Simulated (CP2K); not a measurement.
# AlNH3F (SMILES [NH2][AlH][F]) at GFN2-xTB

What is the energy difference between two shapes of AlNH3F at GFN2-xTB? 

Program for the calculation: CP2K 2026.2.

2 further runs of the same task are left out: 1 that didn't finish, 1 set aside as unsound or not needed.

## (1) The molecule

The species is AlNH3F (6 atoms), meant as a singlet with charge 0. SMILES: `[NH2][AlH][F]`. Geometry: a GFN2-xTB relaxation, a rough one for these elements and not checked as a minimum.

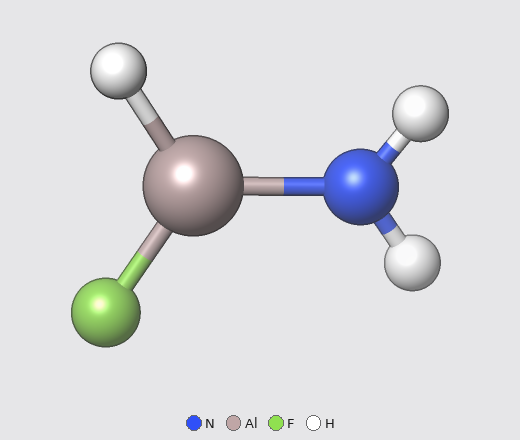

Viewed from a chosen angle; nitrogen blue, aluminium light grey, fluorine green, hydrogen white.

## (2) Energy and gradient at GFN2-xTB

Contents of qs.inp:

```
&GLOBAL
    PROJECT qs
    RUN_TYPE ENERGY_FORCE
    PRINT_LEVEL MEDIUM
&END GLOBAL
&FORCE_EVAL
    METHOD Quickstep
    &DFT
        CHARGE 0
        MULTIPLICITY 1
        &QS
            METHOD XTB
            EPS_DEFAULT 1.0E-10
            &XTB
                GFN_TYPE TBLITE
                &TBLITE
                    METHOD GFN2
                &END TBLITE
                CHECK_ATOMIC_CHARGES F
            &END XTB
        &END QS
        &POISSON
            PERIODIC NONE
            POISSON_SOLVER ANALYTIC
        &END POISSON
        &SCF
            SCF_GUESS ATOMIC
            EPS_SCF 1.0E-06
            MAX_SCF 150
            ADDED_MOS 8
            &DIAGONALIZATION
                ALGORITHM STANDARD
            &END DIAGONALIZATION
            &MIXING
                METHOD DIRECT_P_MIXING
                ALPHA 0.4
            &END MIXING
            &SMEAR ON
                METHOD FERMI_DIRAC
                ELECTRONIC_TEMPERATURE [K] 300
            &END SMEAR
        &END SCF
        &PRINT
            &MOMENTS
                PERIODIC F
                REFERENCE COM
                MAX_MOMENT 1
            &END MOMENTS
            &MO ON
                ENERGIES T
                OCCUPATION_NUMBERS T
                NDIGITS 6
                &EACH
                    QS_SCF 0
                &END EACH
                ADD_LAST NUMERIC
            &END MO
            &HIRSHFELD OFF
            &END HIRSHFELD
        &END PRINT
    &END DFT
    &SUBSYS
        &CELL
            ABC [angstrom] 18.1 18.9 19
            PERIODIC NONE
        &END CELL
        &COORD
            N     -0.630330     0.268530    -0.692910
            Al     0.516380    -0.172550     0.584190
            F      1.110270    -1.703740     0.733100
            H     -1.035310     1.180580    -0.851620
            H     -0.993480    -0.369270    -1.392040
            H      1.032470     0.796450     1.619290
        &END COORD
        &TOPOLOGY
            &CENTER_COORDINATES
            &END CENTER_COORDINATES
        &END TOPOLOGY
    &END SUBSYS
    &PRINT
        &FORCES ON
        &END FORCES
    &END PRINT
&END FORCE_EVAL
```

Launch:

```sh
$ OMP_NUM_THREADS=1 cp2k.psmp -i qs.inp > qs.out 2>&1
```

The log of the run:

```text
CP2K| version string:                                       CP2K version 2026.2
[...]
 GLOBAL| Method name                                                        CP2K
[...]
 GLOBAL| Run type                                                   ENERGY_FORCE
[...]
                             - Atoms:                                          6
[...]
                             - Spherical basis functions:                     20
[...]
 Number of electrons:                                                         18
[...]
  *** SCF run converged in    15 steps ***
[...]
  Fermi energy:                                                -0.25924778903593
[...]
 TB_DIPOLE| Moment [Debye]         -1.37007458       1.51504243      -1.13180451
 TB_DIPOLE| Derivative [a.u.]       0.00000000       0.00000000       0.00000000
[...]
 ENERGY| Total FORCE_EVAL ( QS ) energy [hartree]            -10.363075058816175
 FORCES| Atomic forces [hartree/bohr]
 FORCES|   Atom     x               y               z               |f|
 FORCES|      1 -8.43711242E-05 -2.35313076E-05 -7.18758846E-05   1.13306451E-04
 FORCES|      2 -5.33212596E-06  4.75478259E-05  2.54660935E-05   5.42010077E-05
 FORCES|      3  1.38951135E-05  1.27756070E-05  2.68545598E-05   3.28246507E-05
 FORCES|      4  1.05812266E-04 -1.04891442E-04  9.43780750E-05   1.76367999E-04
 FORCES|      5 -2.89484793E-05  7.06553267E-05 -4.96997622E-05   9.11057408E-05
 FORCES|      6 -1.05564965E-06 -2.55601014E-06 -2.51230815E-05   2.52748255E-05
 FORCES| Sum    -4.59735602E-17  1.02340215E-16 -2.94869110E-17
 FORCES| Total atomic force                                       1.16002438E-16
[...]
```

It took 0.99 s on 1 thread of Intel Xeon 6975P-C (Granite Rapids), shared host; peak memory 0.19 GiB.

## (3) The distorted shape

Contents of job.inp:

```
&FORCE_EVAL
    METHOD QS
    &DFT
        CHARGE 0
        MULTIPLICITY 1
        &QS
            METHOD XTB
            EPS_DEFAULT 1.0E-10
            &XTB
                GFN_TYPE TBLITE
                &TBLITE
                    METHOD GFN2
                &END TBLITE
                CHECK_ATOMIC_CHARGES F
            &END XTB
        &END QS
        &POISSON
            PERIODIC NONE
            POISSON_SOLVER ANALYTIC
        &END POISSON
        &SCF
            SCF_GUESS ATOMIC
            EPS_SCF 1.0E-06
            MAX_SCF 150
            ADDED_MOS 8
            &DIAGONALIZATION
                ALGORITHM STANDARD
            &END DIAGONALIZATION
            &MIXING
                METHOD DIRECT_P_MIXING
                ALPHA 0.4
            &END MIXING
            &SMEAR ON
                METHOD FERMI_DIRAC
                ELECTRONIC_TEMPERATURE [K] 300
            &END SMEAR
        &END SCF
        &PRINT
            &MOMENTS
                PERIODIC F
                REFERENCE COM
                MAX_MOMENT 1
            &END MOMENTS
            &MO ON
                ENERGIES T
                OCCUPATION_NUMBERS T
                NDIGITS 6
                &EACH
                    QS_SCF 0
                &END EACH
                ADD_LAST NUMERIC
            &END MO
            &HIRSHFELD OFF
            &END HIRSHFELD
        &END PRINT
    &END DFT
    &SUBSYS
        &CELL
            ABC [angstrom] 18.2 18.9 19
            PERIODIC NONE
        &END CELL
        &COORD
            N     -0.602730     0.320130    -0.711715
            Al     0.534774    -0.164825     0.593627
            F      1.100799    -1.711468     0.756614
            H     -1.054886     1.175662    -0.856529
            H     -1.010901    -0.366314    -1.374261
            H      1.017713     0.811530     1.620951
        &END COORD
        &TOPOLOGY
            &CENTER_COORDINATES
            &END CENTER_COORDINATES
        &END TOPOLOGY
    &END SUBSYS
    &PRINT
        &FORCES ON
        &END FORCES
    &END PRINT
&END FORCE_EVAL

&GLOBAL
    PROJECT_NAME job
    RUN_TYPE ENERGY_FORCE
    PRINT_LEVEL MEDIUM
&END GLOBAL
```

Launch:

```sh
$ OMP_NUM_THREADS=1 cp2k.psmp -i job.inp > job.out 2>&1
```

The log of the run:

```text
CP2K| version string:                                       CP2K version 2026.2
[...]
 GLOBAL| Method name                                                        CP2K
[...]
 GLOBAL| Run type                                                   ENERGY_FORCE
[...]
                             - Atoms:                                          6
[...]
                             - Spherical basis functions:                     20
[...]
 Number of electrons:                                                         18
[...]
  *** SCF run converged in    16 steps ***
[...]
  Fermi energy:                                                -0.26127025561198
[...]
 TB_DIPOLE| Moment [Debye]         -1.32754310       1.42996375      -0.99664207
 TB_DIPOLE| Derivative [a.u.]       0.00000000       0.00000000       0.00000000
[...]
 ENERGY| Total FORCE_EVAL ( QS ) energy [hartree]            -10.361321442848659
 FORCES| Atomic forces [hartree/bohr]
 FORCES|   Atom     x               y               z               |f|
 FORCES|      1  1.09146456E-02 -3.99196495E-02  5.60996697E-04   4.13886774E-02
 FORCES|      2 -8.24680192E-03  1.61299878E-04 -9.43580308E-03   1.25327626E-02
 FORCES|      3 -7.36990592E-04  3.10147486E-03 -5.48567512E-04   3.23469129E-03
 FORCES|      4 -1.12403739E-02  2.53640891E-02 -3.16220389E-03   2.79227963E-02
 FORCES|      5  7.29181724E-03  1.00716907E-02  1.01054637E-02   1.60227947E-02
 FORCES|      6  2.01770360E-03  1.22109497E-03  2.48011408E-03   3.42245038E-03
 FORCES| Sum     1.95156391E-17  1.06251813E-17 -8.67361738E-18
 FORCES| Total atomic force                                       2.38534334E-17
[...]
```

Wall time 0.91 s (1 thread of Intel Xeon 6975P-C (Granite Rapids), shared host); peak memory 0.19 GiB.

## (4) What came out

Level: GFN2-xTB.

```
                                                  quantity         value
                                 first shape: total energy  -10.36308 Eh
    first shape: dipole moment (from atomic charges alone)        2.34 D
                                  first shape: HOMO energy     -10.77 eV
                                  first shape: LUMO energy      -6.16 eV
                                first shape: HOMO–LUMO gap       4.61 eV
                     first shape: largest force on an atom    0.009 eV/Å
                             distorted shape: total energy  -10.36132 Eh
distorted shape: dipole moment (from atomic charges alone)        2.19 D
                              distorted shape: HOMO energy     -10.68 eV
                              distorted shape: LUMO energy      -6.21 eV
                            distorted shape: HOMO–LUMO gap       4.47 eV
                 distorted shape: largest force on an atom    2.128 eV/Å
                    energy change with the atoms displaced      0.048 eV
```

What this shows: With the atoms displaced the energy rises by 0.05 eV (4.6 kJ/mol). The dipole (first shape) comes from point charges on the atoms alone, without atomic dipoles, so it is partial. The dipole (distorted shape) comes from point charges on the atoms alone, without atomic dipoles, so it is partial.
